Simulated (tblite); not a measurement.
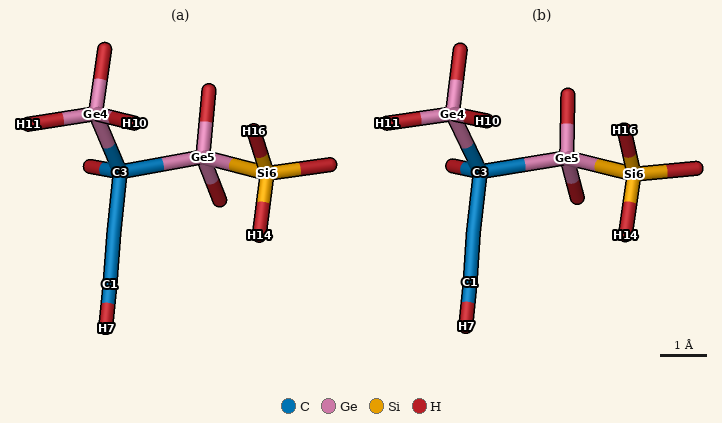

The structure of C₃H₁₀Ge₂Si before (left) and after (right) a relaxation, at one scale.

The picture is a stick view, seen face on.

Theory: GFN2-xTB geometry optimisation, gas phase (tblite 0.8.0). 

Q: Describe what moved and what it gained.

A: The energy falls by 21.1 kJ/mol in 60 geometry steps. The atom that moves furthest after the best rigid fit is an H atom (0.21 Å). By element the largest moves are H 0.21 Å, Si 0.14 Å, Ge 0.09 Å, C 0.04 Å. Near-neighbour distances that change, for instance: C–Ge 1.936 → 2.004 Å, Ge–H 1.559 → 1.496 Å, Ge–H 1.538 → 1.500 Å, Ge–Si 2.305 → 2.340 Å. Among the angles between lasting bonds that change: H–Ge–H 109.4° → 101.6°, Si–Ge–H 109.5° → 116.0°, Si–Ge–H 109.2° → 114.4°.
